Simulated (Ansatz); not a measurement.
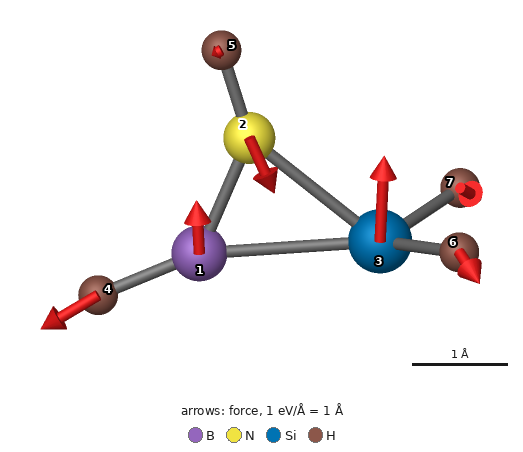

Starting geometry of BSiNH4 with the computed forces as red arrows. A ball-and-stick model, seen at a tilt.

Level of theory: RKS PBE0-D4/def2-TZVP in Ansatz 0.2.0. Settings: force threshold 0.005 eV/Å; at most 200 steps.

**Is this structure relaxed? If not, where do the atoms go?**

It isn't relaxed: the largest force vector, on Si3, is 0.94 eV/Å. The final displacements follow the starting forces only in part (cosine between the two patterns 0.65). The energy falls by 1.99 kcal/mol in 7 geometry steps. Largest force component: 0.66 eV/Å at the start, 0.0014 eV/Å at the end. The largest move after the best rigid fit is that of Si3, 0.094 Å. Largest moves by element: Si 0.094 Å, H 0.074 Å, N 0.022 Å, B 0.015 Å. Among the contacts that change: N2–Si3 1.783 → 1.756 Å, B1–H4 1.161 → 1.188 Å, B1–Si3 1.907 → 1.929 Å, Si3–H6 1.467 → 1.485 Å. Bond angles that change, for instance: N2–Si3–H6 109.9° → 115.1°, B1–N2–H5 140.6° → 137.5°, H6–Si3–H7 107.2° → 109.6°.
